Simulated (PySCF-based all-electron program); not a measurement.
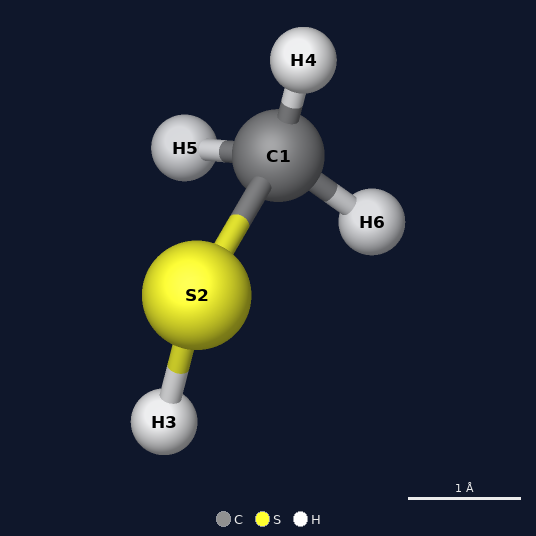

(Drawn from a calculation with PySCF-based all-electron program.)

The atoms are numbered. Geometry: a fixed input geometry, not necessarily a minimum.

**Describe the coordination of atom 1.**

C1 has 4 neighbours (S2 at 1.93, H4 at 1.03, H5 at 1.20, H6 at 1.16 Å); the arrangement is tetrahedral.

**What is the geometry at S2?**

S2 has 2 neighbours (C1 at 1.93, H3 at 1.44 Å); the arrangement is bent.
